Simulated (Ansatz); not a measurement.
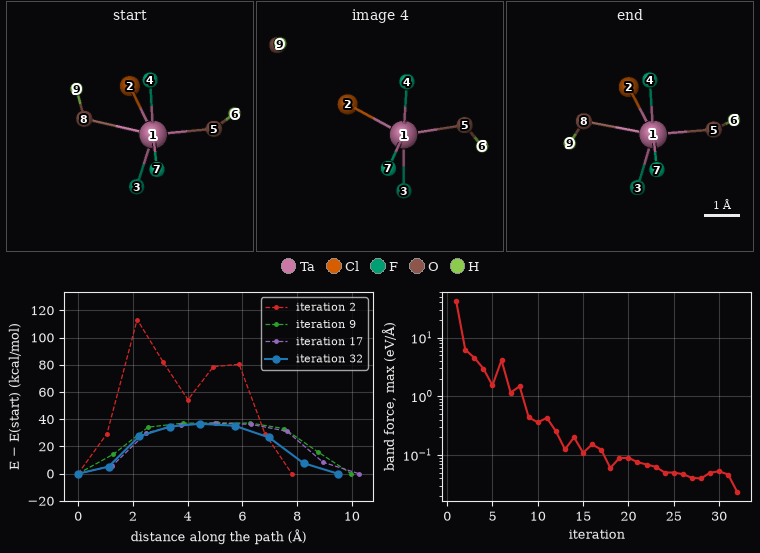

A search for the minimum-energy path of TaH2O2ClF3 (multiplicity 2) by the nudged elastic band. Images are numbered from 0 (start) to 8 (end). The plot follows the band through its iterations. Style: ball-and-stick. Shown from a free direction.

These are results of UKS PBE/def2-SVP in Ansatz 0.2.0, not measurements. Set-up: 7 movable images; climbing image; force threshold 0.03 eV/Å; iteration limit 60; starting path through a guess of the saddle point.

Q: Did the band converge, and can the barrier be trusted?

A: The result isn't final. The band hadn't converged when the run stopped after 32 iterations. The largest component of the band force went from 42 to 0.023 eV/Å. The barrier read from it is provisional, though the highest image hardly moved in the last two iterations. The first iteration put the highest image at 293.4 kcal/mol. The two ends have the same energy, and the highest point, image 4, lies 36.7 kcal/mol above the start.

Cost: 15 min on 4 threads of Arm Neoverse V1, with other jobs on the host, peak memory 0.37 GiB.
